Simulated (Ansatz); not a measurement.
**AlNH$_{4}$Cl$_{2}$: a changed input and its effect**

System: AlNH$_{4}$Cl$_{2}$.
Method of run 1: RKS r2SCAN0-D4/def2-TZVPP (Ansatz 0.2.0).

The geometry comes from this level: PBE0-D4/def2-TZVP. Text and figures count atoms from 1; the logs count them from 0 in places.

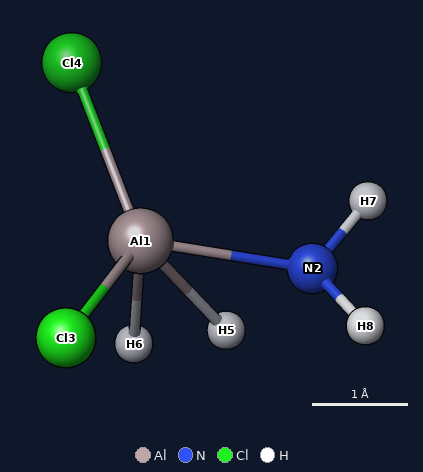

The structure (ball-and-stick view, seen at a tilt; atoms are numbered from 1 in the order of the input). Sticks mark near contacts. Bond lengths as drawn: Al–Cl 2.09 Å, Al–H 1.77 to 1.78 Å, Al–N 1.86 Å and H–N 1.01 Å.

Input, run 1:
```yaml
crystal:
  periodic: [false, false, false]
  atoms:
    - {symbol: Al, position_ang: [-0.623045, -0.339077, -0.430660]}
    - {symbol: N, position_ang: [0.580363, 0.214936, 0.879142]}
    - {symbol: Cl, position_ang: [-0.431708, -2.331780, -1.036194]}
    - {symbol: Cl, position_ang: [-2.476031, 0.630561, -0.411019]}
    - {symbol: H, position_ang: [0.836182, 0.669583, -0.438674]}
    - {symbol: H, position_ang: [0.511174, 0.645928, -1.389128]}
    - {symbol: H, position_ang: [0.337600, 0.927074, 1.555069]}
    - {symbol: H, position_ang: [1.265366, -0.417427, 1.271364]}
basis:
  gaussian: {orbitals: def2-TZVPP}
hamiltonian: {xc: {name: r2SCAN0}, dispersion: d4}
```

Command:
```bash
ansatz run in.yaml --threads 4 --pin off --events-out ev --progress --plain --max-ram 9574MiB
```

Hardware: 4 threads of Arm Neoverse V2, 23 GiB of memory available, shared host.

Output (run 1):
```
Functional definition: r2SCAN0
  parameter a = 0.25
  parameter k0 = 0.174
  parameter k1 = 0.065
  parameter a1 = 4.9479
  exchange = (1 - a)*r2scan_x(k0 = k0, k1 = k1, a1 = a1) + a*exact_x
  correlation = r2scan_c
1341 factors; their error is unknown
mean field evaluation 1: about -33193.4701 eV, gradient 5.6e1 eV
mean field evaluation 2: about -33187.1347 eV, gradient 7.3e1 eV
mean field evaluation 4: about -33199.1433 eV, gradient 2.5e0 eV
mean field evaluation 8: about -33199.1527 eV, gradient 2.4e-2 eV
mean field evaluation 16: about -33199.2276 eV, gradient 2.5e-5 eV
mean field -33199.22763056 eV, -1220.0491121782 hartree, gradient 2.5e-5 eV, S^2 0.000000; 0 other end points of the search recorded, 0 dependent functions left out
reference -33199.22763936 eV, -1220.0491125017 hartree; 29, 29 occupied and 184, 184 virtual orbitals, 1341 factors
Total energy: -33199.28195455 eV, -1220.0511085481 hartree
```

For run 2 the input was changed thus:
```diff
-    - {symbol: Al, position_ang: [-0.623045, -0.339077, -0.430660]}
-    - {symbol: N, position_ang: [0.580363, 0.214936, 0.879142]}
-    - {symbol: Cl, position_ang: [-0.431708, -2.331780, -1.036194]}
-    - {symbol: Cl, position_ang: [-2.476031, 0.630561, -0.411019]}
-    - {symbol: H, position_ang: [0.836182, 0.669583, -0.438674]}
-    - {symbol: H, position_ang: [0.511174, 0.645928, -1.389128]}
-    - {symbol: H, position_ang: [0.337600, 0.927074, 1.555069]}
-    - {symbol: H, position_ang: [1.265366, -0.417427, 1.271364]}
+    - {symbol: Al, position_ang: [-0.615654, -0.418966, -0.027995]}
+    - {symbol: N, position_ang: [0.432471, 0.023504, 1.302734]}
+    - {symbol: Cl, position_ang: [-0.304379, -2.215076, -1.043790]}
+    - {symbol: Cl, position_ang: [-2.323963, 0.711469, -0.426161]}
+    - {symbol: H, position_ang: [0.876366, 0.893947, -1.370228]}
+    - {symbol: H, position_ang: [0.430195, 0.707864, -1.947844]}
+    - {symbol: H, position_ang: [0.287985, 0.821533, 1.898624]}
+    - {symbol: H, position_ang: [1.216878, -0.524475, 1.614560]}
```

How does run 2 compare with run 1?

With the same method and basis, run 2 lies 17.7 kcal/mol lower.

Output (run 2):
```
Functional definition: r2SCAN0
  parameter a = 0.25
  parameter k0 = 0.174
  parameter k1 = 0.065
  parameter a1 = 4.9479
  exchange = (1 - a)*r2scan_x(k0 = k0, k1 = k1, a1 = a1) + a*exact_x
  correlation = r2scan_c
1341 factors; their error is unknown
mean field evaluation 1: about -33193.3515 eV, gradient 6.0e1 eV
mean field evaluation 2: about -33185.1364 eV, gradient 8.0e1 eV
mean field evaluation 4: about -33199.9020 eV, gradient 3.0e0 eV
mean field evaluation 8: about -33199.9179 eV, gradient 2.7e-2 eV
mean field evaluation 16: about -33199.9952 eV, gradient 4.4e-5 eV
mean field -33199.99520197 eV, -1220.0773199074 hartree, gradient 4.4e-5 eV, S^2 0.000000; 0 other end points of the search recorded, 0 dependent functions left out
reference -33199.99521115 eV, -1220.0773202447 hartree; 29, 29 occupied and 184, 184 virtual orbitals, 1341 factors
Total energy: -33200.05054855 eV, -1220.0793538565 hartree
```

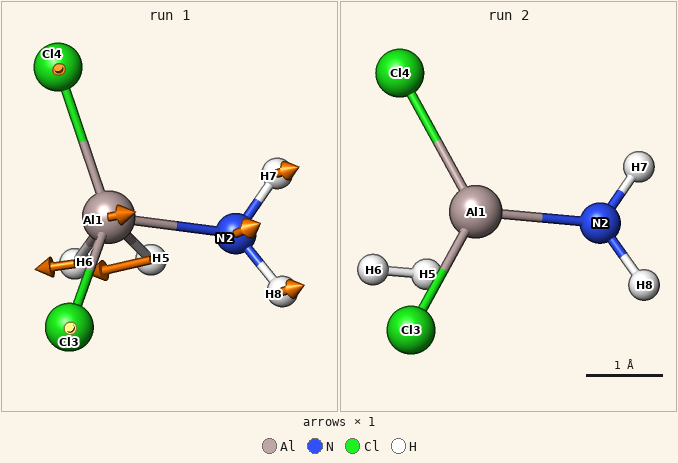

The two input geometries at one scale (ball-and-stick view, seen at a tilt). The orange arrows on the first give the shifts of the atoms after the best rigid fit, at true length. H5 moves most after the best rigid fit: 0.95 Å. Largest moves by element: H 0.95 Å, N 0.49 Å, Al 0.41 Å, Cl 0.18 Å. Among the contacts that change: Al1–H6 1.782 → 2.460 Å, Al1–H5 1.774 → 2.398 Å, H5–H6 1.005 → 0.753 Å, Al1–N2 1.863 → 1.751 Å.

The two runs side by side:

| quantity | run 1 | run 2 |
| --- | --- | --- |
| outcome | converged | converged |
| total energy (hartree) | −1220.051109 | −1220.079354 |
| basis functions | 213 | 213 |
| wall time (shared host) | 3.8 s | 3.5 s |
